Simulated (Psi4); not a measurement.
## Property calculation of InH2SO (part 2 of 2)

InH2SO, multiplicity 2, SMILES [OH][In][SH]; wB97X-D/def2-QZVP, UKS, core potentials def2 (Psi4 1.11). The geometry comes from this level: GFN2-xTB.

Geometry of the input (Å):
```
O  0.1349  1.2580  0.3598
In -0.5519  -0.4232  1.1862
S  -0.1472  -2.0268  -0.7821
H  0.2795  2.1489  0.6651
H  0.2847  -0.9570  -1.4290
```

### Output, continued
```
      24A     -0.101814    25A      0.008327    26A      0.046799
      27A      0.059350    28A      0.093586    29A      0.096016
      30A      0.115080    31A      0.125486    32A      0.147539
      33A      0.156599    34A      0.181860    35A      0.184422
      36A      0.185109    37A      0.202875    38A      0.235893
      39A      0.248518    40A      0.276109    41A      0.278096
      42A      0.323757    43A      0.328353    44A      0.360714
      45A      0.363320    46A      0.365797    47A      0.393100
      48A      0.407449    49A      0.410326    50A      0.429007
      51A      0.434158    52A      0.466492    53A      0.511079
      54A      0.521556    55A      0.531255    56A      0.541882
      57A      0.545130    58A      0.553970    59A      0.555301
      60A      0.575462    61A      0.584828    62A      0.591067
      63A      0.608340    64A      0.648021    65A      0.695613
      66A      0.720942    67A      0.748992    68A      0.758303
      69A      0.777228    70A      0.819887    71A      0.847780
      72A      0.900489    73A      0.958683    74A      0.974699
      75A      1.037490    76A      1.058934    77A      1.060100
      78A      1.071122    79A      1.111069    80A      1.115680
      81A      1.120721    82A      1.132445    83A      1.147164
      84A      1.174125    85A      1.211260    86A      1.218669
      87A      1.221610    88A      1.235388    89A      1.239887
      90A      1.250805    91A      1.257816    92A      1.262826
      93A      1.282708    94A      1.288675    95A      1.305084
      96A      1.334047    97A      1.367430    98A      1.372607
      99A      1.405573   100A      1.413485   101A      1.428413
     102A      1.432868   103A      1.440256   104A      1.514052
     105A      1.535079   106A      1.549994   107A      1.561217
     108A      1.566968   109A      1.586021   110A      1.606983
     111A      1.620231   112A      1.634553   113A      1.661214
     114A      1.674269   115A      1.749314   116A      1.817724
     117A      1.907480   118A      1.939782   119A      1.942021
     120A      1.964592   121A      1.996361   122A      2.029524
     123A      2.124603   124A      2.163024   125A      2.203533
     126A      2.227983   127A      2.268344   128A      2.297559
     129A      2.315416   130A      2.379056   131A      2.425361
     132A      2.462961   133A      2.535517   134A      2.628421
     135A      2.678244   136A      2.731396   137A      2.773211
     138A      2.776883   139A      2.789564   140A      2.792100
     141A      2.805082   142A      2.825381   143A      2.838870
     144A      2.888681   145A      2.900704   146A      2.915452
     147A      2.924061   148A      2.945767   149A      2.974985
     150A      3.063861   151A      3.088596   152A      3.101688
     153A      3.146927   154A      3.173215   155A      3.208322
     156A      3.223397   157A      3.270453   158A      3.276281
     159A      3.300321   160A      3.369702   161A      3.387210
     162A      3.400816   163A      3.413450   164A      3.425032
     165A      3.464237   166A      3.485603   167A      3.542054
     168A      3.591607   169A      3.653631   170A      3.730051
     171A      3.754073   172A      3.801757   173A      3.841114
     174A      3.915674   175A      4.002994   176A      4.023368
     177A      4.138849   178A      4.149899   179A      4.211614
     180A      4.245314   181A      4.376883   182A      4.437058
     183A      4.505060   184A      4.595215   185A      4.726028
     186A      5.018976   187A      5.327510   188A      5.475212
     189A      5.796212   190A      5.920708   191A      5.932551
     192A      5.935655   193A      5.943568   194A      6.433917
     195A      6.455068   196A      6.681628   197A      6.681979
     198A      6.709302   199A      6.879546   200A      6.953559
     201A      6.997276   202A      7.304590   203A      7.314192
     204A      7.383316   205A      7.398737   206A      7.531601
     207A      7.839068   208A      7.894677   209A      7.904426
     210A      7.956911   211A      8.060946   212A      8.085582
     213A      8.109443   214A      8.246238   215A      8.396878
     216A      8.425710   217A      8.429510   218A      8.487857
     219A      8.494123   220A      8.553323   221A      8.596881
     222A      8.600559   223A      8.663338   224A      8.725057
     225A      8.747822   226A      8.778697   227A      8.831958
     228A      8.840912   229A      8.921564   230A      8.959242
     231A      8.999044   232A      9.001883   233A      9.010548
     234A      9.039835   235A      9.195612   236A      9.204180
     237A     10.314353   238A     10.322494   239A     10.496511
     240A     10.790744   241A     10.901802   242A     10.947602
     243A     11.122512   244A     11.133249   245A     11.359426
     246A     11.382676   247A     11.422412   248A     11.932381
     249A     12.052727   250A     12.335483   251A     12.353939
     252A     12.437308   253A     12.507941   254A     13.972885
     255A     14.029409   256A     14.122140   257A     16.830868
     258A     24.509738   259A     28.841241   260A     29.065057
     261A     29.263729   262A     39.052968   263A     39.059614
     264A     39.061812   265A     48.028931   266A     77.854822
     267A     83.980721   268A    253.134160   269A    450.859334

    Final Occupation by Irrep:
              A
    DOCC [    23 ]
    SOCC [     1 ]
    NA   [    24 ]
    NB   [    23 ]

  @DF-UKS Final Energy:  -664.87774092662266

   => Energetics <=

    Nuclear Repulsion Energy =            155.5167735007908618
    One-Electron Energy =               -1300.8902783987427938
    Two-Electron Energy =                 517.2656431487021109
    DFT Exchange-Correlation Energy =     -36.7687196814862034
    Empirical Dispersion Energy =          -0.0011594958865489
    VV10 Nonlocal Energy =                  0.0000000000000000
    Total Energy =                       -664.8777409266226641

  UHF NO Occupations:
  HONO-2 :   22  A 1.9989487
  HONO-1 :   23  A 1.9966898
  HONO-0 :   24  A 1.0000000
  LUNO+0 :   25  A 0.0033102
  LUNO+1 :   26  A 0.0010513
  LUNO+2 :   27  A 0.0001565
  LUNO+3 :   28  A 0.0000384

Computation Completed

Properties will be evaluated at   0.000000,   0.000000,   0.000000 [a0]

Properties computed using the SCF density matrix

 Multipole Moments:

 ------------------------------------------------------------------------------------
     Multipole            Electronic (a.u.)      Nuclear  (a.u.)        Total (a.u.)
 ------------------------------------------------------------------------------------

 L = 1.  Multiply by 2.5417464519 to convert [e a0] to [Debye]
 Dipole X            :        -12.2445567           11.9790515           -0.2655052
 Dipole Y            :          7.7217737           -7.1928538            0.5289199
 Dipole Z            :         36.2883983          -35.2119131            1.0764852
 Magnitude           :                                                    1.2284420

 ------------------------------------------------------------------------------------

	total time  =         71 seconds =       1.18 minutes

Properties will be evaluated at   0.000000,   0.000000,   0.000000 [a0]

Properties computed using the WB97X-D density matrix

 Multipole Moments:

 ------------------------------------------------------------------------------------
     Multipole            Electronic (a.u.)      Nuclear  (a.u.)        Total (a.u.)
 ------------------------------------------------------------------------------------

 L = 1.  Multiply by 2.5417464519 to convert [e a0] to [Debye]
 Dipole X            :        -12.2445567           11.9790515           -0.2655052
 Dipole Y            :          7.7217737           -7.1928538            0.5289199
 Dipole Z            :         36.2883983          -35.2119131            1.0764852
 Magnitude           :                                                    1.2284420

 L = 2.  Multiply by 1.3450342976 to convert [e a0^2] to [Debye ang]
 Quadrupole XX       :        -48.1558450           16.7231263          -31.4327187
 Quadrupole XY       :        -10.3784659           10.6468594            0.2683935
 Quadrupole XZ       :         37.2805652          -37.3326356           -0.0520703
 Quadrupole YY       :       -277.4663573          245.5704242          -31.8959331
 Quadrupole YZ       :       -114.7807539          114.3778472           -0.4029067
 Quadrupole ZZ       :       -194.7906952          163.4183122          -31.3723830
 Traceless XX        :        125.3151208         -125.1808279            0.1342929
 Traceless YY        :       -103.9953915          103.6664700           -0.3289215
 Traceless ZZ        :        -21.3197294           21.5143580            0.1946286

 ------------------------------------------------------------------------------------
  Mulliken Charges: (a.u.)
   Center  Symbol    Alpha    Beta     Spin     Total
       1     O     4.37996  4.24130  0.13866 -0.62126
       2    IN    10.42774  9.88279  0.54495  0.68946
       3     S     8.36148  8.03760  0.32388 -0.39908
       4     H     0.39467  0.40123 -0.00656  0.20411
       5     H     0.43615  0.43708 -0.00094  0.12677

   Total alpha = 24.00000, Total beta = 23.00000, Total charge = -0.00000

  Lowdin Charges: (a.u.)
   Center  Symbol    Alpha    Beta     Spin     Total
       1     O     3.85954  3.74597  0.11358  0.39449
       2    IN    10.83609 10.24588  0.59021 -0.08198
       3     S     7.92115  7.67386  0.24728  0.40499
       4     H     0.73337  0.71251  0.02086 -0.44588
       5     H     0.64985  0.62177  0.02807 -0.27162

  Total alpha = 24.00000, Total beta = 23.00000, Total charge = -0.00000

  Variable Map:
  ----------------------------------------------------------------------------
  "CURRENT ENERGY"                       =>    -664.877740926623
  "CURRENT REFERENCE ENERGY"             =>    -664.877740926623
  "DD SOLVATION ENERGY"                  =>       0.000000000000
  "DFT FUNCTIONAL TOTAL ENERGY"          =>    -664.876581430736
  "DFT TOTAL ENERGY"                     =>    -664.877740926623
  "DFT VV10 ENERGY"                      =>       0.000000000000
  "DFT XC ENERGY"                        =>     -36.768719681486
  "DISPERSION CORRECTION ENERGY"         =>      -0.001159495887
  "GRID ELECTRONS ALPHA"                 =>      24.000000579430
  "GRID ELECTRONS BETA"                  =>      23.000000564975
  "GRID ELECTRONS TOTAL"                 =>      47.000001144405
  "NUCLEAR REPULSION ENERGY"             =>     155.516773500791
  "ONE-ELECTRON ENERGY"                  =>   -1300.890278398743
  "PCM POLARIZATION ENERGY"              =>       0.000000000000
  "PE ENERGY"                            =>       0.000000000000
  "SCF ITERATION ENERGY"                 =>    -664.877740926623
  "SCF ITERATIONS"                       =>      11.000000000000
  "SCF TOTAL ENERGY"                     =>    -664.877740926623
  "TWO-ELECTRON ENERGY"                  =>     517.265643148702
  "WB97X-D DISPERSION CORRECTION ENERGY" =>      -0.001159495887
  "XC GRID RADIAL POINTS"                =>      99.000000000000
  "XC GRID SPHERICAL POINTS"             =>     590.000000000000
  "XC GRID TOTAL POINTS"                 =>  281805.000000000000

  Array Variable Map:
  ----------------------------------------------------------------------------
  "CURRENT DIPOLE"                       =>      -0.265505190775 ... 1.076485248637 1 by 3
  "SCF DIPOLE"                           =>      -0.265505190775 ... 1.076485248637 1 by 3
  "SCF TOTAL ENERGIES"                   =>    -663.335324387050 ... -664.877740926623 1 by 12
  "WB97X-D DIPOLE"                       =>      -0.265505190775 ... 1.076485248637 1 by 3
  "WB97X-D QUADRUPOLE"                   =>     -31.432718675427 ... -31.372382990029 1 by 6

    Psi4 run time: 0:01:10.31
```

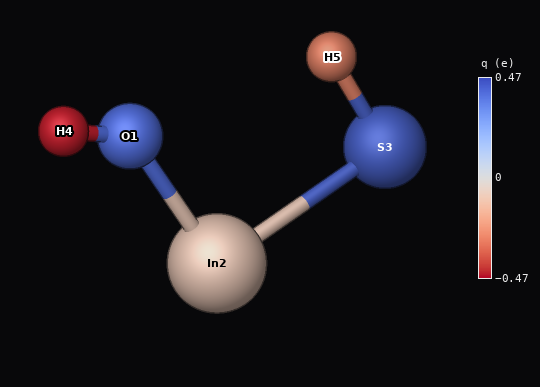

**Figure 1.** Löwdin charges, as the colour of each atom (ball-and-stick view, seen at a tilt; atoms are numbered from 1 in the order of the input). By element: O +0.39, In −0.08, S +0.40 and H −0.45 to −0.27 e.

### Results in brief

| quantity | value |
| --- | --- |
| outcome | converged |
| total energy | −664.877741 hartree |
| dispersion energy | −0.001159 hartree |
| basis functions | 269 |
| ⟨S²⟩ | 0.759 |
| dipole moment | 3.12 D |
| hardware | 1 thread of Intel Xeon (Sapphire Rapids), 16 GiB of memory available, shared host |
| wall time | 72 s |
| peak memory | 1.4 GiB |
